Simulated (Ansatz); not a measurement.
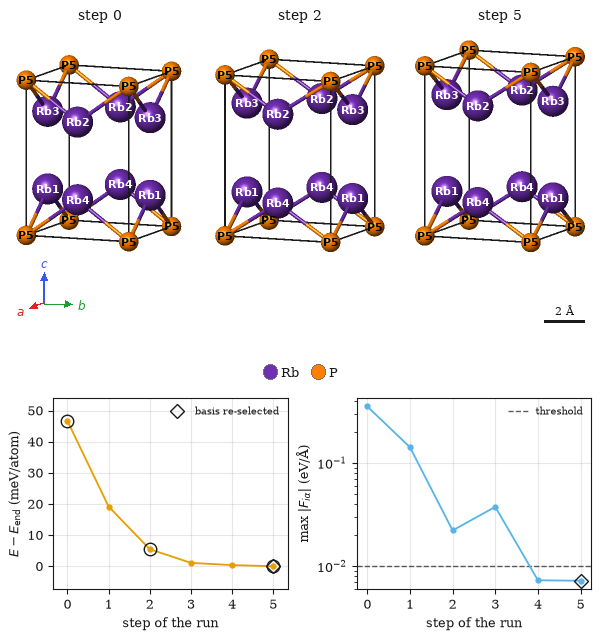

Frames of a relaxation of solid Rb4P (a generated structure, set up in P4/mmm), marked on the history of the run. The picture is a ball-and-stick view of the cell of the calculation, seen slightly off an axis.

Level of theory: DFT PBE, scalar-relativistic, plane waves, PAW in Ansatz.

Input file:
```yaml
crystal:
  lattice:
    - [5.66322029, 0.0, 0.0]
    - [0.0, 5.66322029, 0.0]
    - [0.0, 0.0, 8.00900293]
  atoms:
    - { symbol: Rb, position: [0.5, 0.0, 0.25] }
    - { symbol: Rb, position: [0.0, 0.5, 0.75] }
    - { symbol: Rb, position: [0.5, 0.0, 0.75] }
    - { symbol: Rb, position: [0.0, 0.5, 0.25] }
    - { symbol: P, position: [0.0, 0.0, 0.0] }
basis:
  ecutwfc: 420
kpoints:
  mp_grid: { grid: [8, 8, 6] }
hamiltonian:
  xc: pbe
scf:
  occupations: { method: gaussian, width: 0.1 }
output:
  forces: true
  stress: true
  eigenvalues: true
  write_density: true
  write_potential: true
  elf: true
  volumetric_format: npy
relax:
  adjacent_minimum: "off"
  f_tol: 0.01
  max_steps: 80
  cell: { stress_tol: 0.05 }
```

Launched with:
```bash
ansatz run input.yaml --threads 1 --pin off --max-ram 2048MiB --backend cpu --events-out ev --progress --plain --runs-dir out
```

### Describe the path.

The energy falls by 46.7 meV per atom in 4 accepted moves (5 points after the start). Largest force component: 0.35 eV/Å at the start, 0.0072 eV/Å at the end. Pressure: 0.61 GPa at the start and 0.03 GPa at the end. The SCF was repeated once at an unchanged geometry on a basis and grid sized afresh for the cell, which shifted the energy by 0.4 meV per atom at most. The largest moves relative to the cell, 0.30 Å, are those of Rb1, Rb2, Rb3 and Rb4. Rb1 goes along −c. P stays in place. Cell: a = b 5.663 → 5.866 Å (+3.6 %), c 8.009 → 8.773 Å (+9.5 %). Volume +17.5 %. Some distances before and after: Rb1–P5 3.468 → 3.490 Å. Bond angles that change, for instance: P5–Rb1–P5 109.5° → 114.3°. The space group stays P4/mmm (No. 123). The run took 2.2 min on 1 thread of Intel(R) Xeon(R) Platinum 8488C (Sapphire Rapids) (shared host), peak memory 0.71 GiB. From step 0 to 2: Rb atoms move most (0.22 Å), volume +10.3 %, energy −41.2 meV per atom. From step 2 to 5: Rb atoms move most (0.07 Å), volume +6.5 %, energy −5.5 meV per atom.
